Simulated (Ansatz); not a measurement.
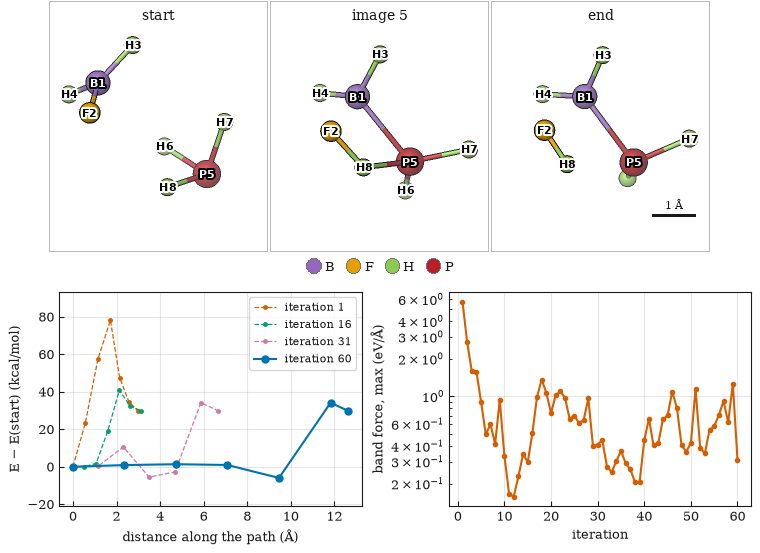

A nudged-elastic-band calculation for BPH$_{5}$F, made up of BH₂F and PH3. Images are numbered from 0 (start) to 6 (end). The plot follows the band through its iterations. The picture is a ball-and-stick view, seen from a free direction.

Level of theory: Ansatz, RKS r2SCAN-D4/6-31G*. Set-up: 5 movable images; climbing image; force threshold 0.05 eV/Å; iteration limit 60; starting path through a guess of the saddle point.

Q: Judge this run.

A: The result isn't final. The band hadn't converged when the run stopped after 60 iterations. The largest component of the band force went from 5.8 to 0.31 eV/Å. The barrier read from it is provisional, though the highest image hardly moved in the last two iterations. The first iteration put the highest image at 78.2 kcal/mol. Relative to the start the highest point is image 5 at +34.2 kcal/mol and the end lies at +29.9 kcal/mol, but the profile dips to −5.9 kcal/mol at image 4 on the way, so there may be more than one step; on an unconverged band the side maxima are provisional.

Limits of the set-up: the start holds two separate molecules, 2.7 Å apart at their closest, whose relative position is a soft coordinate.

The run took 12 min on 1 thread of Arm Neoverse V1 (shared host), peak memory 0.11 GiB.
